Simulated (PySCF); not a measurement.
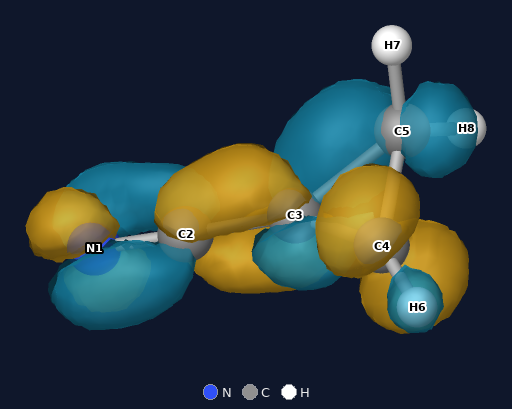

Figure. C$_{4}$H$_{3}$N, SMILES `N#CC1=CC1`. Unrelaxed difference density of S₁ less the ground state (full linear response singlet states), ±0.05 e/Å³; yellow: gain, teal: loss.

PySCF calculation, LC-wPBE/6-31G*, gas phase; geometry: GFN2-xTB. No frequency check shows the geometry to be a minimum. Without diffuse functions Rydberg states are missing, so the states' numbers hold for this basis only.

**How does the charge move on excitation?**

0.74 e is displaced in all, of which about 0.3 e passes between atoms: C5 (0.18 e) and N1 (0.06 e) lose electrons and C4 (0.22 e) gains them. The state: 5.65 eV (220 nm), f = 0.001 (very weak); the leading pair carries 97 %; hole on N1 (26 %), C5 (22 %) and C3 (20 %), electron on C4 (31 %), C3 (23 %) and N1 (20 %); their centroids lie 0.4 Å apart.
